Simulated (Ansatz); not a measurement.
# BrCl3Si: what the fields show

The calculation's input:

```
crystal:
  periodic: [false, false, false]
  atoms:
    - {symbol: Br, position_ang: [-1.370989, 2.196911, 1.643237]}
    - {symbol: Cl, position_ang: [1.489132, -1.878653, -0.361829]}
    - {symbol: Cl, position_ang: [-1.308022, 0.147205, 0.068364]}
    - {symbol: Cl, position_ang: [0.493351, 0.048490, -2.906871]}
    - {symbol: Si, position_ang: [-0.150111, -1.009664, -1.259452]}
basis:
  gaussian: {orbitals: def2-TZVPD}
hamiltonian: {xc: {name: PBE0}}
output: {forces: true, orbitals: {seedname: orbitals}}
```

Command:

```sh
ansatz run input.yaml --threads 2 --pin off --max-ram 4350MiB --events-out events.jsonl --progress --plain --runs-dir runs
```

Geometry: B3LYP-D3(BJ)/def2-SVP.

Method: isolated molecule in a Gaussian basis; Kohn-Sham density functional theory, functional PBE0 in Ansatz 0.2.0.

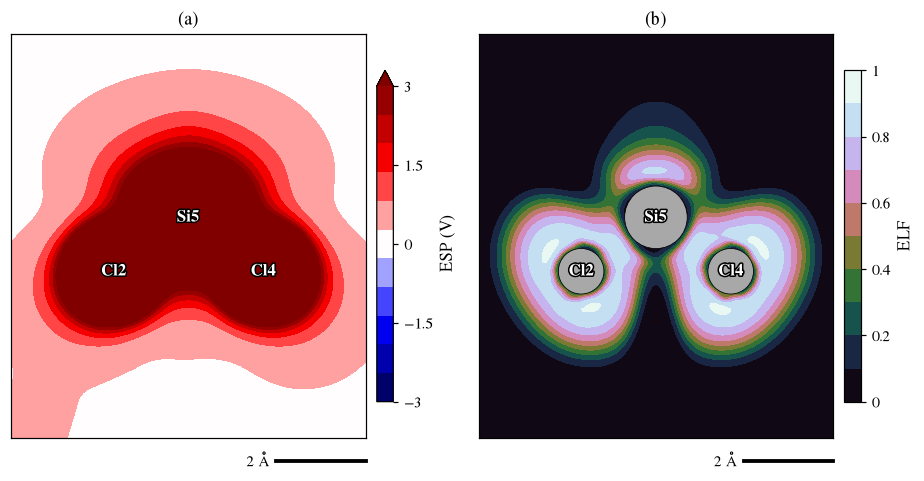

Figure 1. (a) electrostatic potential; (b) ELF on the plane of atoms Cl2, Si5 and Cl4. Grey discs cover the atomic cores in the ELF map.

> Describe what can be read from this map.

The section cuts through Cl and Si sites. Si–Cl (2.06 Å): the ELF peaks at about 0.85 between the atoms; a shared but strongly polarised pair. The ELF also peaks beside Cl4 and Cl2, away from the bonds: lone-pair regions. The potential has no marked negative region in this plane.

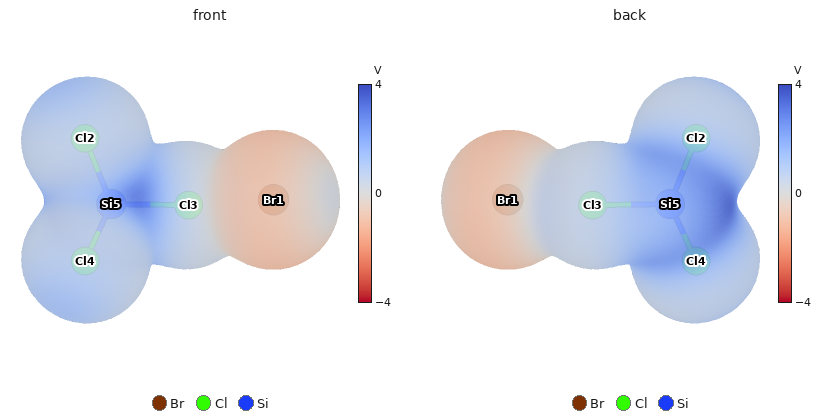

Figure 2. The electrostatic potential painted on the density surface at 0.004 e/bohr³, seen from the front and from behind; the colour scale runs from red (negative) to blue (positive).

> Which sites attract a positive test charge, and which a negative one?

A positive charge is drawn to the negative regions and a negative charge to the positive ones. The most negative region (about −1.0 V) lies over Br1, the most positive (about +3.3 V) over Si5. Cl2 shows a σ-hole: about +1.3 V at the tip opposite its bond, against about +0.6 V on its flanks. Cl4 shows a σ-hole: about +1.3 V at the tip opposite its bond, against about +0.6 V on its flanks.

> How polar is the molecule by this calculation?

Its dipole moment is 4.73 D.

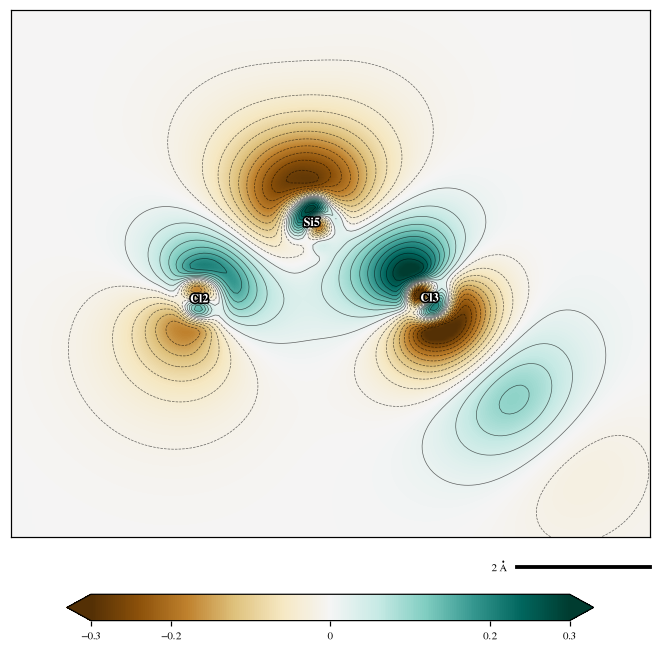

Figure 3. One frontier orbital on the plane of atoms Cl2, Si5 and Cl3 (values in Å⁻³ᐟ²; the overall sign is arbitrary).

> Which orbital is it: HOMO or LUMO?

The LUMO, at −4.97 eV. It lies mainly on Si5 (about 35 %), Br1 (about 30 %), Cl3 (about 15 %), Cl2 (about 10 %) and Cl4 (about 10 %).
